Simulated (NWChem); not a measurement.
# GeSiH5F (SMILES [F][GeH2][SiH3]) at 5 levels

Aim: a comparison of 5 runs (HF/STO-3G, HF/3-21G, HF/def2-SVPD, B3LYP/6-31G*) of GeSiH5F. 

Program for the calculation: NWChem 7.3.0.

## (1) Starting point

GeSiH5F has 8 atoms, charge 0, and is taken as a singlet. As SMILES, `[F][GeH2][SiH3]`. The coordinates come from a PBE0-D4/def2-TZVP relaxation.

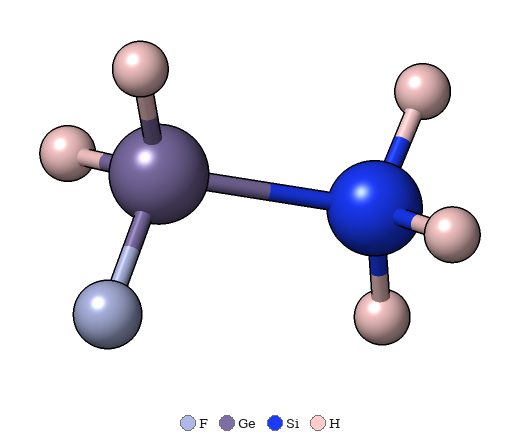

The structure, seen from a chosen angle (fluorine light blue, germanium purple, silicon blue, hydrogen pink).

## (2) Energy and gradient at HF/STO-3G (run 1)

Contents of run.py:

```python
from ase import Atoms
from ase.calculators.nwchem import NWChem

atoms = Atoms(['F', 'Ge', 'Si', 'H', 'H', 'H', 'H', 'H'], positions=[
    [-2.004400, 1.117400, -0.231100],
    [-0.457300, 0.603500, -0.870600],
    [0.596000, -0.672200, 0.846600],
    [-0.786700, -0.198700, -2.142400],
    [0.284000, 1.901000, -1.239500],
    [0.792000, 0.176100, 2.048900],
    [1.917000, -1.138600, 0.347700],
    [-0.248200, -1.845400, 1.184800],
])

calc = NWChem(
    label='m1',
    theory='scf',
    memory='2200 mb',
    basis='STO-3G',
    basispar='spherical bse',
    scf={'nopen': '0', 'rhf': None, 'thresh': '1e-08', 'maxiter': '80'},
)
atoms.calc = calc

forces = atoms.get_forces()
print(f"energy = {atoms.get_potential_energy():.6f} eV")
print("forces (eV/A):")
for s, f in zip(atoms.symbols, forces):
    print(f"{s:2s} {f[0]:10.5f} {f[1]:10.5f} {f[2]:10.5f}")
print("dipole (e A):", atoms.get_dipole_moment().round(4))
```

On the command line:

```bash
$ export ASE_NWCHEM_COMMAND="nwchem PREFIX.nwi > PREFIX.nwo"
$ python run.py
```

Standard output:

```text
energy = -66350.218810 eV
forces (eV/A):
F     1.04829   -0.31424   -0.51201
Ge   -0.52106    0.57027   -0.71271
Si    0.38227   -0.18671   -0.01887
H     0.59454    1.03703    1.65199
H    -0.85181   -1.79967    0.43112
H    -0.18394   -1.03816   -1.28231
H    -1.47931    0.44794    0.73225
H     1.01096    1.28355   -0.28945
dipole (e A): [ 0.2866 -0.1334 -0.0294]
```

The calculator wrote m1.nwi:

```
title "m1"

permanent_dir m1

scratch_dir m1

start m1

geometry units angstrom nocenter noautosym noautoz
  F  -2.0044000000000000e+00 1.1173999999999999e+00 -2.3110000000000000e-01
  Ge -4.5729999999999998e-01 6.0350000000000004e-01 -8.7060000000000004e-01
  Si 5.9599999999999997e-01 -6.7220000000000002e-01 8.4660000000000002e-01
  H  -7.8669999999999995e-01 -1.9869999999999999e-01 -2.1423999999999999e+00
  H  2.8399999999999997e-01 1.9010000000000000e+00 -1.2395000000000000e+00
  H  7.9200000000000004e-01 1.7610000000000001e-01 2.0489000000000002e+00
  H  1.9170000000000000e+00 -1.1386000000000001e+00 3.4770000000000001e-01
  H  -2.4820000000000000e-01 -1.8453999999999999e+00 1.1848000000000001e+00
end

memory 2200 mb

basis spherical bse noprint
   * library STO-3G
end

scf
  nopen 0
  rhf
  thresh 1e-08
  maxiter 80
end

task scf gradient
```

m1.nwo:

```text
Northwest Computational Chemistry Package (NWChem) 7.3.0
             --------------------------------------------------------

           Job information
           ---------------

    nwchem branch   = 7.3.0
    use scalapack   = T
    input           = m1.nwi
    prefix          = m1.
    data base       = m1/m1.db
    status          = startup
    nproc           =        1

           Memory information
           ------------------

    heap     =     72089594 doubles =      550.0 Mbytes
    stack    =     72089599 doubles =      550.0 Mbytes
    global   =    144179200 doubles =     1100.0 Mbytes (distinct from heap & stack)
    total    =    288358393 doubles =     2200.0 Mbytes
    verify   = yes
    hardfail = no

[... 138 lines left out ...]
 Convergence threshold     :          1.000E-08
[... 12 lines left out ...]
       Final RHF  results
[... 3 lines left out ...]
      One-electron energy =  -3966.042418147424
[... 1 line left out ...]
 Nuclear repulsion energy =    272.640341955054
[... 45 lines left out ...]
                       ROHF Final Molecular Orbital Analysis
[... 210 lines left out ...]
                         RHF ENERGY GRADIENTS

    atom               coordinates                        gradient
                 x          y          z           x          y          z
   1 F      -3.787767   2.111580  -0.436716   -0.020386   0.006111   0.009957
   2 Ge     -0.864172   1.140450  -1.645195    0.010133  -0.011090   0.013860
   3 Si      1.126277  -1.270274   1.599842   -0.007434   0.003631   0.000367
[... 4 lines of this table left out ...]
   8 H      -0.469030  -3.487300   2.238947   -0.019660  -0.024961   0.005629

                 ----------------------------------------
                 |  Time  |  1-e(secs)   |  2-e(secs)   |
                 ----------------------------------------
                 |  CPU   |       0.00   |       0.62   |
                 ----------------------------------------
                 |  WALL  |       0.00   |       0.62   |
                 ----------------------------------------

 Task  times  cpu:        2.1s     wall:        2.1s
 Total times  cpu:        2.1s     wall:        2.1s
```

It took 2.9 s on 1 thread of AMD EPYC 9R45 (Zen 5), shared host; peak memory 0.099 GiB.

## (3) Energy and gradient at HF/3-21G (run 2)

Contents of fgeh5si.nw:

```
start fgeh5si
memory stack 880 mb heap 220 mb global 1100 mb
charge 0

geometry units angstroms noautosym nocenter noautoz
   F       -2.004400       1.117400      -0.231100
   Ge      -0.457300       0.603500      -0.870600
   Si       0.596000      -0.672200       0.846600
   H       -0.786700      -0.198700      -2.142400
   H        0.284000       1.901000      -1.239500
   H        0.792000       0.176100       2.048900
   H        1.917000      -1.138600       0.347700
   H       -0.248200      -1.845400       1.184800
end

basis spherical bse
   * library 3-21G
end

scf
   thresh 1e-08
   maxiter 80
end

task scf gradient
```

On the command line:

```bash
$ nwchem fgeh5si.nw > fgeh5si.out
```

Standard output:

```text
[...]
  functions       =    54
[...]
  wavefunction    = RHF
[...]
         Total SCF energy =  -2454.557696415602
      One-electron energy =  -3968.699903405039
      Two-electron energy =   1241.501865034383
 Nuclear repulsion energy =    272.640341955054
        Time for solution =      1.7s
[...]
                         RHF ENERGY GRADIENTS
    atom               coordinates                        gradient
                 x          y          z           x          y          z
   1 F      -3.787767   2.111580  -0.436716   -0.023326   0.008099   0.008808
   2 Ge     -0.864172   1.140450  -1.645195    0.032021  -0.014439  -0.004291
   3 Si      1.126277  -1.270274   1.599842   -0.003054   0.002131  -0.001360
   4 H      -1.486647  -0.375489  -4.048549   -0.003268   0.000874  -0.001854
   5 H       0.536682   3.592369  -2.342315   -0.002165   0.003042  -0.000894
   6 H       1.496663   0.332781   3.871860   -0.000213   0.000111  -0.000037
   7 H       3.622605  -2.151642   0.657058    0.000206   0.000040  -0.000349
   8 H      -0.469030  -3.487300   2.238947   -0.000201   0.000142  -0.000023
[...]
```

It took 2.9 s on 1 thread of AMD EPYC 9R45 (Zen 5), shared host; peak memory 0.099 GiB.

Runs 3 to 4 aren't shown in full; the table further down has their settings and results.

## (4) Energy and forces at B3LYP/6-31G(d) (spherical functions) (run 5)

Contents of geom.nw:

```
start geom
title "FGeH5Si"
memory total 2200 mb

geometry units angstroms noautosym nocenter noautoz
  F     -2.004400     1.117400    -0.231100
  Ge    -0.457300     0.603500    -0.870600
  Si     0.596000    -0.672200     0.846600
  H     -0.786700    -0.198700    -2.142400
  H      0.284000     1.901000    -1.239500
  H      0.792000     0.176100     2.048900
  H      1.917000    -1.138600     0.347700
  H     -0.248200    -1.845400     1.184800
end

basis spherical bse
  * library 6-31G*
end

dft
  xc b3lyp
  grid xfine
  convergence energy 1e-08
  iterations 100
  mulliken
end

task dft gradient
```

On the command line:

```bash
$ nwchem geom.nw > geom.out
```

Standard output:

```text
[...]
          Wavefunction type:  closed shell.
          No. of atoms     :     8
          No. of electrons :    60
[...]
          Charge           :     0
          Spin multiplicity:     1
[...]
          AO basis - number of functions:    74
[...]
              XC Information
              --------------
                         B3LYP Method XC Potential
                     Hartree-Fock (Exact) Exchange  0.200
                        Slater Exchange Functional  0.800 local
                    Becke 1988 Exchange Functional  0.720 non-local
              Lee-Yang-Parr Correlation Functional  0.810
                  VWN I RPA Correlation Functional  0.190 local
[...]
 d= 0,ls=0.0,diis     1  -2469.0516345484 -2.74D+03  2.14D-02  5.40D-01     2.1
[...]
 d= 0,ls=0.0,diis     8  -2469.1233914768 -3.36D-09  4.15D-06  1.90D-07    12.4
         Total DFT energy =    -2469.123391476838
      One electron energy =    -3981.335595414013
           Coulomb energy =     1351.946933858424
    Exchange-Corr. energy =     -112.375071876303
 Nuclear repulsion energy =      272.640341955054
[...]
      Total Density - Mulliken Population Analysis
     ---------------------------------------------
    Atom       Charge   Shell Charges
 -----------   ------   -------------------------------------------------------
    1 F    9     9.41   2.00  0.93  3.29  1.04  2.14  0.01
    2 Ge  32    31.71   2.00  2.00  6.00  2.00  5.99  1.29  2.00  0.06  0.18  6.86  2.94  0.40
    3 Si  14    13.78   2.00  2.00  5.96  1.03  1.97  0.27  0.44  0.12
    4 H    1     0.98   0.49  0.49
    5 H    1     0.98   0.49  0.49
    6 H    1     1.05   0.51  0.54
    7 H    1     1.06   0.51  0.55
    8 H    1     1.05   0.51  0.54
[...]
  wavefunction    = closed shell
                         DFT ENERGY GRADIENTS
    atom               coordinates                        gradient
                 x          y          z           x          y          z
   1 F      -3.787767   2.111580  -0.436716    0.005980  -0.002101  -0.002224
   2 Ge     -0.864172   1.140450  -1.645195   -0.000755   0.000793  -0.000843
   3 Si      1.126277  -1.270274   1.599842   -0.001387   0.000751  -0.000125
   4 H      -1.486647  -0.375489  -4.048549    0.000022   0.002372   0.003790
   5 H       0.536682   3.592369  -2.342315   -0.002830  -0.003215   0.001414
   6 H       1.496663   0.332781   3.871860   -0.000218   0.000277  -0.000811
   7 H       3.622605  -2.151642   0.657058   -0.000725   0.000585  -0.000503
   8 H      -0.469030  -3.487300   2.238947   -0.000087   0.000539  -0.000699
[...]
```

Wall time 20 s (1 thread of AMD EPYC 9R45 (Zen 5), shared host); peak memory 0.14 GiB.

## (5) Overview of the runs

| run | level | Cartesian functions | iteration cap | energy (Eh) | dipole moment (D) | HOMO energy (eV) | LUMO energy (eV) | wall time |
| --- | --- | --- | --- | --- | --- | --- | --- | --- |
| 1 | HF/STO-3G | no | 80 | -2438.325587 | 1.53 | -8.54 | 10.34 | 2.9 s |
| 2 | HF/3-21G | no | 80 | -2454.557696 | 2.45 | -11.13 | 2.94 | 2.9 s |
| 3 | HF/def2-SVPD | no | 80 | -2466.251320 | – | – | – | 29 s |
| 4 | B3LYP/6-31G* (Cartesian functions) | yes | 100 | -2469.131771 | – | – | – | 23 s |
| 5 | B3LYP/6-31G* (spherical functions) | no | 100 | -2469.123391 | 2.14 | -8.04 | -0.57 | 20 s |

## (6) What came out

| quantity | value |
| --- | --- |
| run 5: total energy | -2469.12339 Eh |
| run 5: dipole moment | 2.14 D |
| run 5: HOMO energy | -8.04 eV |
| run 5: LUMO energy | -0.57 eV |
| run 5: HOMO–LUMO gap | 7.47 eV |
| run 5: largest force on an atom | 0.345 eV/Å |

What this shows: Over runs 1, 2, 5 the dipole moment (its size) runs from 1.53 D (HF/STO-3G) to 2.45 D (HF/3-21G). Over runs 1, 2, 5 the HOMO–LUMO gap runs from 7.47 eV (B3LYP/6-31G*) to 18.88 eV (HF/STO-3G). The two ends differ in method and basis. In run 1 the basis is minimal, so the values are rough. All runs together took 77 s, the longest 29 s.
